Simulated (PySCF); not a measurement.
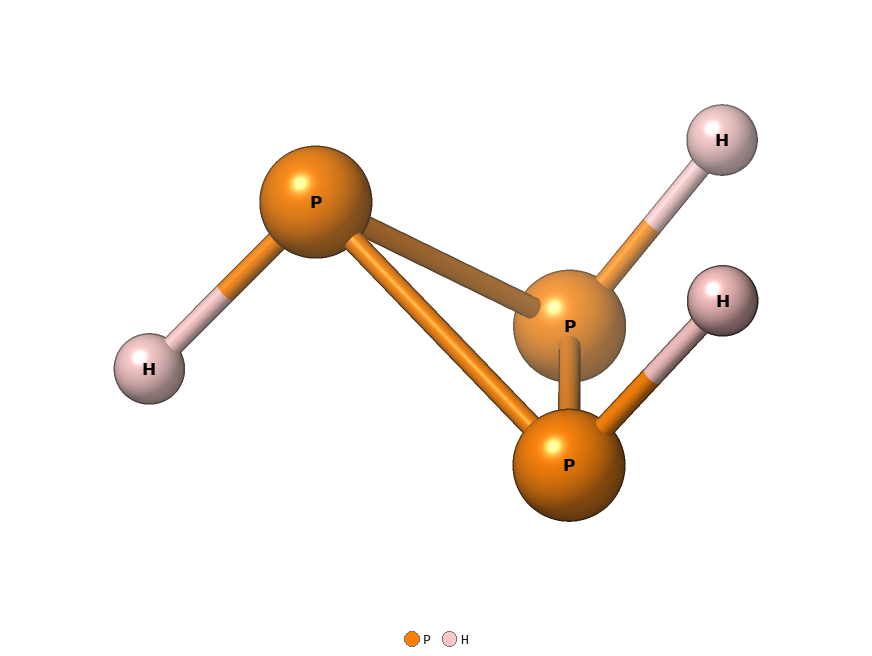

Distant atoms are faded towards the background colour. The computed structure is the end point of a PBE0-D3(BJ)/def2-SVP optimisation. No frequency run is at hand to confirm it as a minimum.

> Which symmetry elements does this geometry have?

It has 1 mirror plane, so the point group is Cs. The group has 2 operations. The geometry is achiral, and symmetry allows a dipole moment.
